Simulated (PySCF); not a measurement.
AsP

```xyz
2

As    0.0000    0.0000   -0.5818
P     0.0000    0.0000    1.4072
```

All numbers below come from PBE0/def2-TZVPP, non-relativistic Hamiltonian with scalar-relativistic core potentials where named, at a bond length of 1.989 Å (PySCF).

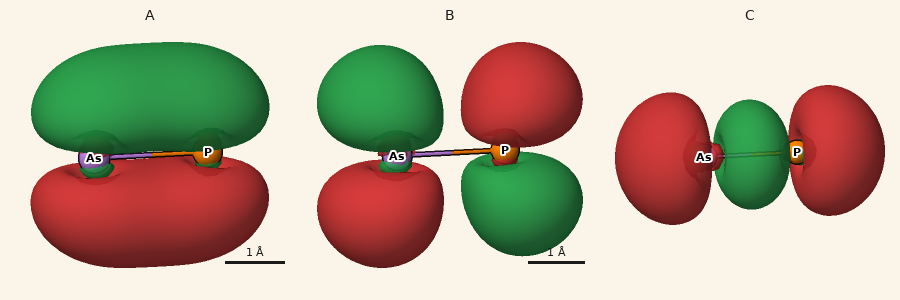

Figure 1. Three frontier orbitals, each drawn at the value that holds 80 % of its norm (green and red are the two phases), in no order; of a degenerate pair one member is drawn.

Name the orbitals and rank them from lowest to highest energy.

Orbital C: σ, occupied, −8.06 eV; shared between the atoms (As 50 %, P 50 %).
Orbital A: π, occupied, −7.76 eV; bonding, with no node between the atoms.
Orbital B: π, empty, −2.59 eV; antibonding, with a node between the atoms.

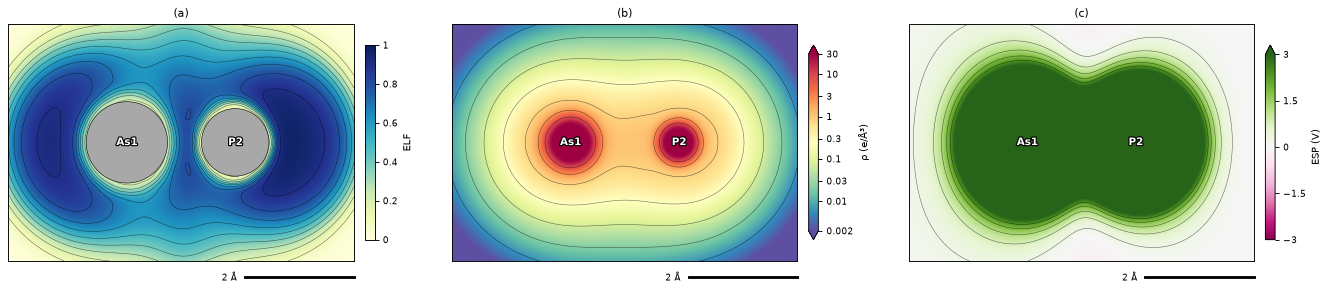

Figure 2. (a) ELF; (b) total electron density; (c) molecular electrostatic potential on a plane that holds the molecular axis. Grey discs cover the atomic cores in the ELF map.

What does the map show?

- Atoms in the plane: As and P.
- As–P (1.99 Å): ρ is about 1.1 e/Å³ halfway; the ELF peaks at about 0.80 between the atoms; localised, covalent bonding.
- The ELF also peaks beside P2 and As1, away from the bonds: lone-pair regions.
- The potential has no marked negative region in this plane.

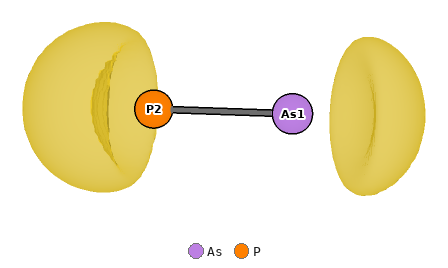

Figure 3. Isosurface of the electron localisation function at 0.85 (yellow), seen from one side. Only the valence region is drawn (cores and ρ < 0.01 e/Å³ removed).

Identify the bonds, lone pairs and shells in this picture.

At this value the surface marks out one lobe on As, pointing away from the bonds (lone pairs) and one lobe on P, pointing away from the bonds (lone pairs).
